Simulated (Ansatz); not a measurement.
The parent structure is HfO$_{2}$ in the fluorite structure (space group Fm-3m, No. 225; a = 5.059 Å). Axes: x, y, z lie along the cube axes.

The change: tensile biaxial strain of 1.10 % in the plane normal to [111], as in epitaxy on a mismatched substrate; the out-of-plane cell vector and the atoms relax.

Level of theory: Ansatz (a quantum-chemistry and plane-wave program), r2SCAN, PAW, cutoff 500 eV, no spin-orbit coupling, earlier PAW set.

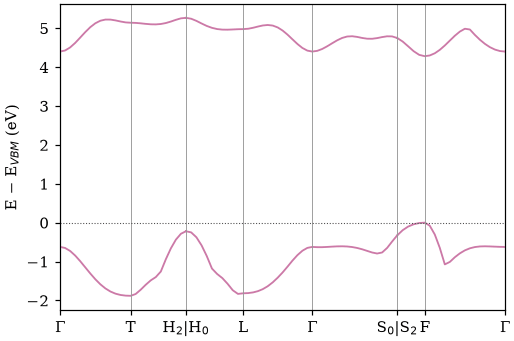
*Highest valence and lowest conduction band along the path of the changed cell's own zone*

Question: Read the changed gap and its character from the plot.

Answer: About 4.3 eV, direct at F.

Spin-orbit coupling, missing from the scalar runs, can matter with Hf. Stability against distortions was not tested. This is not the structure that HfO2 has at room temperature and ambient pressure. Labels are those of the standard path for the cell's own space group.
